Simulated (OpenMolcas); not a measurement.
Excited-state calculation of C8H16O (part 3 of 3)

Continued. System: C8H16O (2,2,4-trimethyl-3-pentanone), SMILES CC(C)C(=O)C(C)(C)C. Method: CASPT2/STO-3G (OpenMolcas 26.06). The geometry comes from this level: GFN2-xTB.

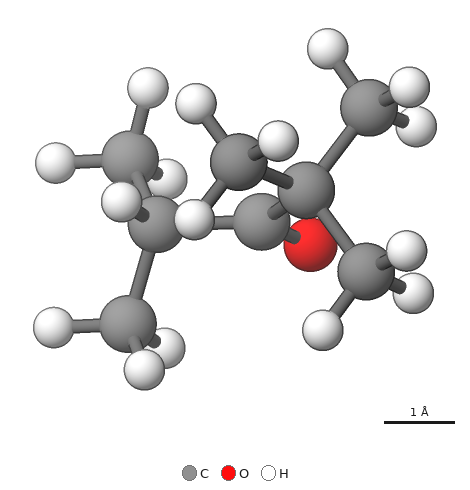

**Figure 1.** The structure as given in the input (ball-and-stick view, seen at a tilt).

Output, continued
```
--------------------------------------------------------------------------------------------------------------
 Report on small energy denominators, large coefficients, and large energy contributions.
CASE  SYMM ACTIVE-MIX  NON-ACTIVE INDICES          DENOMINATOR     RHS VALUE       COEFFICIENT     CONTRIBUTION
BJAIP    1  Se1.047 In1.022 Se1.053 In1.028         2.49228913      0.06948779     -0.02780564     -0.00193215
BJAIP    1  Se1.045 In1.030 Se1.045 In1.030         2.22829964      0.07246256     -0.03242870     -0.00234987
--

   (Skipping property calculation,
    use PROP keyword to activate)
--

++ CASPT2 computation for group   2

********************************************************************************
 Multi-State initialization phase begins for group   2
--------------------------------------------------------------------------------
********************************************************************************
 Compute H0 matrices for state    2
--------------------------------------------------------------------------------
--------------------------------------------------------------------------------
 H0 matrices have been computed.

********************************************************************************
  CASPT2 EQUATION SOLUTION
--------------------------------------------------------------------------------

  Total nr of CASPT2 parameters:
   Before reduction:      456230
   After  reduction:      455370

 Variance of |WF0>:       0.9916300836

 The contributions to the second order correlation energy in atomic units.
-----------------------------------------------------------------------------------------------------------------------------
  IT.      VJTU        VJTI        ATVX        AIVX        VJAI        BVAT        BJAT        BJAI        TOTAL       RNORM
-----------------------------------------------------------------------------------------------------------------------------
   1    -0.022588   -0.007612   -0.003482   -0.037042   -0.021821   -0.002089   -0.013786   -0.267108   -0.375527    0.006060
   2    -0.022732   -0.007668   -0.003511   -0.037288   -0.021907   -0.002128   -0.013845   -0.267549   -0.376628    0.000562
   3    -0.022733   -0.007668   -0.003512   -0.037291   -0.021905   -0.002129   -0.013841   -0.267543   -0.376622    0.000075
   4    -0.022732   -0.007668   -0.003512   -0.037289   -0.021904   -0.002129   -0.013841   -0.267538   -0.376613    0.000008
   5    -0.022732   -0.007668   -0.003512   -0.037289   -0.021904   -0.002129   -0.013841   -0.267538   -0.376613    0.000001
-----------------------------------------------------------------------------------------------------------------------------

  FINAL CASPT2 RESULT:

      Reference energy:        -382.3737711044
      E2 (Non-variational):      -0.3766131732
      Shift correction:          -0.0024867073
      E2 (Variational):          -0.3790998805
      Total energy:            -382.7528709849
      Residual norm:              0.0000001304
      Reference weight:           0.87100

      Contributions to the CASPT2 correlation energy
      Active & Virtual Only:         -0.0056408387
      One Inactive Excited:          -0.0738619945
      Two Inactive Excited:          -0.2971103400

++ Denominators, etc.
--------------------------------------------------------------------------------------------------------------
 Report on small energy denominators, large coefficients, and large energy contributions.
CASE  SYMM ACTIVE-MIX  NON-ACTIVE INDICES          DENOMINATOR     RHS VALUE       COEFFICIENT     CONTRIBUTION
VJTU     1  Mu1.0001  In1.017                       0.52643597      0.01754510     -0.02967722     -0.00052069
VJTU     1  Mu1.0001  In1.029                       0.29144813     -0.00206735      0.00451835     -0.00000934
VJTU     1  Mu1.0001  In1.030                       0.27936919     -0.00001931      0.00004425     -0.00000000
VJTU     1  Mu1.0001  In1.031                       0.27829419      0.00088225     -0.00203425     -0.00000179
BJAIP    1  Se1.047 In1.022 Se1.053 In1.028         2.49126746      0.06953898     -0.02783498     -0.00193562
BJAIP    1  Se1.045 In1.030 Se1.045 In1.030         2.22539655      0.07218789     -0.03229013     -0.00233096
--

   (Skipping property calculation,
    use PROP keyword to activate)
--

++ CASPT2 computation for group   3

********************************************************************************
 Multi-State initialization phase begins for group   3
--------------------------------------------------------------------------------
********************************************************************************
 Compute H0 matrices for state    3
--------------------------------------------------------------------------------
--------------------------------------------------------------------------------
 H0 matrices have been computed.

********************************************************************************
  CASPT2 EQUATION SOLUTION
--------------------------------------------------------------------------------

  Total nr of CASPT2 parameters:
   Before reduction:      456230
   After  reduction:      455370

 Variance of |WF0>:       0.9965451757

 The contributions to the second order correlation energy in atomic units.
-----------------------------------------------------------------------------------------------------------------------------
  IT.      VJTU        VJTI        ATVX        AIVX        VJAI        BVAT        BJAT        BJAI        TOTAL       RNORM
-----------------------------------------------------------------------------------------------------------------------------
   1    -0.026049   -0.008766   -0.004134   -0.039157   -0.027087   -0.001864   -0.012945   -0.267184   -0.387186    0.007307
   2    -0.026300   -0.008854   -0.004185   -0.039466   -0.027244   -0.001904   -0.013021   -0.267657   -0.388629    0.000747
   3    -0.026307   -0.008855   -0.004186   -0.039473   -0.027244   -0.001905   -0.013015   -0.267655   -0.388640    0.000109
   4    -0.026305   -0.008855   -0.004186   -0.039471   -0.027242   -0.001905   -0.013014   -0.267648   -0.388625    0.000013
   5    -0.026305   -0.008855   -0.004186   -0.039471   -0.027242   -0.001905   -0.013014   -0.267648   -0.388625    0.000002
-----------------------------------------------------------------------------------------------------------------------------

  FINAL CASPT2 RESULT:

      Reference energy:        -382.1157907777
      E2 (Non-variational):      -0.3886249177
      Shift correction:          -0.0039319030
      E2 (Variational):          -0.3925568206
      Total energy:            -382.5083475983
      Residual norm:              0.0000002509
      Reference weight:           0.85892

      Contributions to the CASPT2 correlation energy
      Active & Virtual Only:         -0.0060907112
      One Inactive Excited:          -0.0787896374
      Two Inactive Excited:          -0.3037445690

++ Denominators, etc.
--------------------------------------------------------------------------------------------------------------
 Report on small energy denominators, large coefficients, and large energy contributions.
CASE  SYMM ACTIVE-MIX  NON-ACTIVE INDICES          DENOMINATOR     RHS VALUE       COEFFICIENT     CONTRIBUTION
VJTU     1  Mu1.0001  In1.016                       0.37696035      0.01584105     -0.03183545     -0.00050431
VJTU     1  Mu1.0001  In1.017                       0.25609033      0.01827855     -0.04357223     -0.00079644
VJTU     1  Mu1.0001  In1.018                       0.20710709     -0.01583343      0.03911578     -0.00061934
VJTU     1  Mu1.0001  In1.019                       0.18356491     -0.00862362      0.02279821     -0.00019660
VJTU     1  Mu1.0001  In1.020                       0.14507623      0.00023920     -0.00110794     -0.00000027
VJTU     1  Mu1.0001  In1.021                       0.11943828     -0.00606279      0.01282012     -0.00007773
VJTU     1  Mu1.0003  In1.021                       0.62651563      0.01738121     -0.02515786     -0.00043727
VJTU     1  Mu1.0001  In1.022                       0.14901114      0.00001420     -0.00003351     -0.00000000
VJTU     1  Mu1.0001  In1.023                       0.12673408     -0.00426610      0.00941691     -0.00004017
VJTU     1  Mu1.0001  In1.024                       0.09844912     -0.00002891      0.00005331     -0.00000000
VJTU     1  Mu1.0001  In1.025                       0.11828619      0.00020629     -0.00043122     -0.00000009
VJTU     1  Mu1.0001  In1.026                       0.07909084     -0.00001252      0.00001931     -0.00000000
VJTU     1  Mu1.0001  In1.027                       0.09327359     -0.00536296      0.00884860     -0.00004745
VJTU     1  Mu1.0003  In1.027                       0.60035094      0.01875919     -0.02814184     -0.00052792
VJTU     1  Mu1.0001  In1.028                       0.09318445     -0.00072847      0.00120306     -0.00000088
VJTU     1  Mu1.0001  In1.029                       0.02022464      0.00740827     -0.00376961     -0.00002793
VJTU     1  Mu1.0001  In1.030                       0.01542632      0.00002893     -0.00001162     -0.00000000
VJTU     1  Mu1.0001  In1.031                       0.00238461     -0.00180786      0.00012216     -0.00000022
VJTU     1  Mu1.0003  In1.031                       0.50946196     -0.02251014      0.03841685     -0.00086477
ATVX     1  Mu1.0001  Se1.042                       0.28505377      0.00001754     -0.00004015     -0.00000000
AIVX     1  Mu1.0011  In1.031 Se1.061               1.85886328     -0.05117118      0.02620610     -0.00134100
--

   (Skipping property calculation,
    use PROP keyword to activate)
--

  Total CASPT2 energies:
::    CASPT2 Root  1     Total energy:   -382.91131954
::    CASPT2 Root  2     Total energy:   -382.75287098
::    CASPT2 Root  3     Total energy:   -382.50834760

++ Multi-State CASPT2 section:
********************************************************************************
  MULTI-STATE CASPT2 SECTION
--------------------------------------------------------------------------------

  Output diagonal energies have been shifted. Add    382.00000000000000

  Effective Hamiltonian matrix (Symmetric):

                1               2               3
   1      -764.91131954
   2        -0.00000183   -764.75287098
   3         0.00000723      0.01254552   -764.50834760

       Total MS-CASPT2 energies:
::    MS-CASPT2 Root  1     Total energy:   -382.91131954
::    MS-CASPT2 Root  2     Total energy:   -382.75351296
::    MS-CASPT2 Root  3     Total energy:   -382.50770562

       Eigenvectors:
            1.00000000     -0.00001393      0.00001766
            0.00001301      0.99869330      0.05110481
           -0.00001835     -0.05110481      0.99869330

--

  THE ORIGINAL CI ARRAYS ARE NOW MIXED AS LINEAR
  COMBINATIONS, GIVEN BY THE EIGENVECTORS.
  A NEW JOBIPH FILE NAMED 'JOBMIX' IS PREPARED.
********************************************************************************

++ Mixed CI coefficients:
  The CI coefficients for the MIXED state nr.   1
--------------------------------------------------------------------------------
 CI COEFFICIENTS LARGER THAN  5.00E-02
  Occupation of active orbitals, and spin coupling
  of open shells. (u,d: Spin up or down).
  SGUGA info is (Midvert:IsyUp:UpperWalk/LowerWalk)
        Conf  SGUGA info        Occupation     Coefficient         Weight
           1  ( 1:1:   1/   1)   2222200000       0.953877       0.909881
         102  ( 3:1:   1/   6)   2220220000      -0.220357       0.048557
         167  ( 3:1:   6/  10)   2202200200      -0.051260       0.002628
         189  ( 3:1:  13/  11)   2ud2200u0d       0.069939       0.004892
         221  ( 3:1:  15/  13)   2022200002      -0.062579       0.003916

  The CI coefficients for the MIXED state nr.   2
--------------------------------------------------------------------------------
 CI COEFFICIENTS LARGER THAN  5.00E-02
  Occupation of active orbitals, and spin coupling
  of open shells. (u,d: Spin up or down).
  SGUGA info is (Midvert:IsyUp:UpperWalk/LowerWalk)
        Conf  SGUGA info        Occupation     Coefficient         Weight
           2  ( 2:1:   1/   1)   2222ud0000       0.866422       0.750687
          22  ( 2:1:   1/   5)   u2222d0000      -0.364040       0.132525
          42  ( 3:1:   1/   2)   222ud20000       0.195765       0.038324
          88  ( 3:1:   2/   5)   u222dud000       0.060002       0.003600
         147  ( 3:1:   1/   9)   u22d220000      -0.199897       0.039959
         736  ( 5:1:  25/  10)   2ud2ud0u0d       0.063612       0.004046
         828  ( 5:1:  37/  12)   2022ud0002      -0.057423       0.003297

  The CI coefficients for the MIXED state nr.   3
--------------------------------------------------------------------------------
 CI COEFFICIENTS LARGER THAN  5.00E-02
  Occupation of active orbitals, and spin coupling
  of open shells. (u,d: Spin up or down).
  SGUGA info is (Midvert:IsyUp:UpperWalk/LowerWalk)
        Conf  SGUGA info        Occupation     Coefficient         Weight
           2  ( 2:1:   1/   1)   2222ud0000      -0.399527       0.159622
           8  ( 2:1:   2/   2)   222u20d000       0.062611       0.003920
          22  ( 2:1:   1/   5)   u2222d0000      -0.781849       0.611288
          28  ( 3:1:   2/   1)   22220ud000      -0.106521       0.011347
          42  ( 3:1:   1/   2)   222ud20000       0.411790       0.169571
         147  ( 3:1:   1/   9)   u22d220000       0.053111       0.002821
        1908  ( 5:1:  37/  39)   u0222d0002      -0.051250       0.002627

--

--- Stop Module: caspt2 /rc=_RC_ALL_IS_WELL_ ---
--- Module caspt2 spent 36 seconds ---

--- Start Module: rassi ---

                                               &RASSI

                       available to each process: 1.9 GB of memory, 1 thread

      ********************************************************************************
      *                             General data section                             *
      ********************************************************************************

   Specific data for JOBIPH file JOBMIX
   -------------------------------------

   Header from SEWARD:

   CASSCF title (first line only):
       (No title given)

  STATE IRREP:                1
  SPIN MULTIPLICITY:          1
  ACTIVE ELECTRONS:          10
  MAX RAS1 HOLES:             0
  MAX RAS3 ELECTRONS:         0
  NR OF CONFIG:           19404
 ###############################################################################
 ###    WARNING: EJOB used when HEFF is available, possible                  ###
 ###    extra interaction between states is ignored!                         ###
 ###############################################################################

   The following data are common to all the states:
   ------------------------------------------------
   (note: frozen counts as inactive, deleted as secondary)

      Nr of irreps: 1

                 Total     No./Irrep
      Irrep                  1
                             a

      INACTIVE      31      31
      ACTIVE        10      10
      SECONDARY     20      20
      BASIS         61      61

      RAS1           0       0
      RAS2          10      10
      RAS3           0       0

        MATRIX ELEMENTS WILL BE COMPUTED FOR THE FOLLOWING ONE-ELECTRON OPERATORS, UNLESS ZERO BY SYMMETRY.
   (Herm=Hermitian, Anti=Antihermitian, Sing=Singlet operator, Trip=Triplet operator)
     MLTPL  0   1 (HERMSING)     MLTPL  1   1 (HERMSING)     MLTPL  1   2 (HERMSING)
     MLTPL  1   3 (HERMSING)     MLTPL  2   1 (HERMSING)     MLTPL  2   2 (HERMSING)
     MLTPL  2   3 (HERMSING)     MLTPL  2   4 (HERMSING)     MLTPL  2   5 (HERMSING)
     MLTPL  2   6 (HERMSING)     VELOCITY   1 (ANTISING)     VELOCITY   2 (ANTISING)
     VELOCITY   3 (ANTISING)     ANGMOM     1 (ANTISING)     ANGMOM     2 (ANTISING)
     ANGMOM     3 (ANTISING)     MLTPV  2   1 (ANTISING)     MLTPV  2   2 (ANTISING)
     MLTPV  2   3 (ANTISING)     MLTPV  2   4 (ANTISING)     MLTPV  2   5 (ANTISING)
     MLTPV  2   6 (ANTISING)

       EIGENSTATES OF A SPIN-FREE HAMILTONIAN WILL BE COMPUTED BASED ON:

  a Hamiltonian matrix assumed to be diagonal with energies read from the wavefunction file(s).

  Nr of states:                    3

   State:        1   2   3
  JobIph:        1   1   1
 Root nr:        1   2   3

  HAMILTONIAN MATRIX FOR THE ORIGINAL STATES:

  Diagonal, with energies
   -382.91131954   -382.75351296   -382.50770562

      OVERLAP MATRIX FOR THE ORIGINAL STATES:

  Diagonal, with elements
      1.00000000      1.00000000      1.00000000

::    RASSI State    1     Total energy:    -382.91131954382729
::    RASSI State    2     Total energy:    -382.75351296019869
::    RASSI State    3     Total energy:    -382.50770562284924

      ****************************************************************************************************
      *                                         Spin-free section                                        *
      *                 Note: index according to input order, order according to energy.                 *
      ****************************************************************************************************

  SPIN-FREE ENERGIES:
  (Shifted by EMIN (a.u.) =       -382.9113195438)

 SF State       Relative EMIN(au)   Rel lowest level(eV)    D:o, cm**(-1)

     1             0.0000000000        0.0000000000              0.0000
     2             0.1578065836        4.2941358993          34634.5418
     3             0.4036139210       10.9828942980          88583.0165

++ Dipole transition strengths (spin-free states):
   -----------------------------------------------
     for osc. strength at least  1.00000000E-05

      From   To        Osc. strength     Einstein coefficients Ax, Ay, Az (sec-1)    Total A (sec-1)
     -----------------------------------------------------------------------------------------------
         1    2       3.69082681E-04  7.24269096E+04  9.90089616E+04  1.23878638E+05  2.95314510E+05
         1    3       3.87760179E-03  5.03928819E+06  6.74582363E+06  8.51069703E+06  2.02958089E+07
         2    3       2.50986088E-02  1.44518216E+07  7.07286999E+06  2.72001255E+07  4.87248170E+07
     -----------------------------------------------------------------------------------------------
--

++ Velocity transition strengths (spin-free states):
   -------------------------------------------------
     for osc. strength at least  1.00000000E-05

      From   To        Osc. strength     Einstein coefficients Ax, Ay, Az (sec-1)    Total A (sec-1)
     -----------------------------------------------------------------------------------------------
         1    2       3.93038378E-03  7.69382898E+05  1.04334187E+06  1.33209730E+06  3.14482206E+06
         1    3       3.59054209E-03  4.64656133E+06  6.25400381E+06  7.89274061E+06  1.87933058E+07
         2    3       9.77911282E-03  5.42217184E+06  2.91566309E+06  1.06467027E+07  1.89845376E+07
     -----------------------------------------------------------------------------------------------
--

++ Length and velocity gauge comparison (spin-free states):
   --------------------------------------------------------

 --------------------------------------------------
 A comparison between the dipole oscillator strengths in
 length and velocity gauge will be performed

     All dipole oscillator differences above the tolerance of   1.00000000E-01  will be printed

 Due to basis set deficiency these oscillator may be problematic

 The tolerance is defined as ABS(1-O_l/O_v)
 O_l : dipole oscillator strength in length gauge
 O_p : dipole oscillator strength in velocity gauge
 --------------------------------------------------

  Problematic transitions have been found

      From   To       Difference (%) Osc. st. (len.) Osc. st. (vel.)
     ---------------------------------------------------------------
         1    2            90.609500  3.69082681E-04  3.93038378E-03
         2    3           156.655274  2.50986088E-02  9.77911282E-03
     ---------------------------------------------------------------

 Number of problematic transitions =                     2

--

 Electric-dipole - electric-octupole not included
 Electric-dipole - magnetic-quadrupole not included

      ****************************************************************************************************
      *                                    Special properties section                                    *
      ****************************************************************************************************

--- Stop Module: rassi /rc=_RC_ALL_IS_WELL_ ---

.##################.
.# Happy landing! #.
.##################.

    Timing: Wall=43.03 User=41.65 System=1.37
```

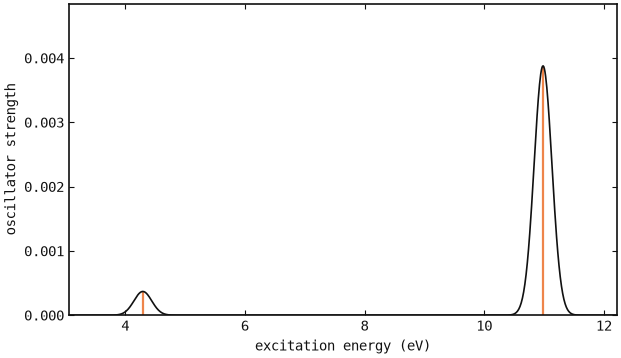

**Figure 2.** Computed excitations as sticks (degenerate states added up, dark ones marked on the axis), with a Gaussian envelope of 0.35 eV full width at half maximum, scaled to the tallest. Of the 2 states the lowest lies at 4.29 eV (f = 0.000); the strongest line is at 10.98 eV, or 113 nm (f = 0.004).
